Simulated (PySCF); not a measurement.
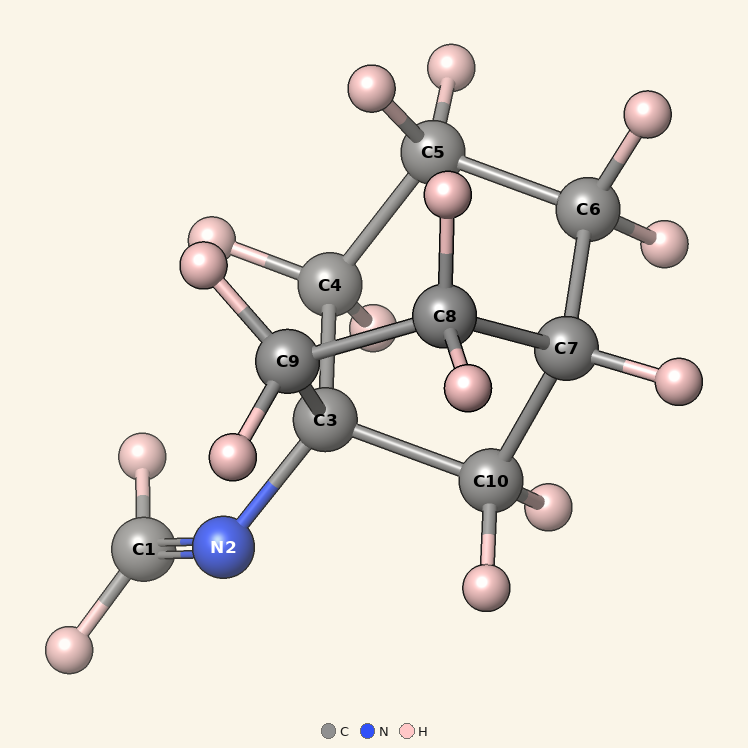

Atoms fade into the background with distance from the viewer. Computed geometry: PBE0-D3(BJ)/def2-SVP optimisation. No frequency run is at hand to confirm it as a minimum.

What is the conformation of the ring C3–C9–C8–C7–C10?

Answer. It is an envelope, with C10 as the flap. The Cremer–Pople amplitude Q is 0.48 Å.

Give the torsion angles round the ring, beginning with the bond from its second to its third atom.

Answer. 1°, −29°, 47°, −46°, 28°.
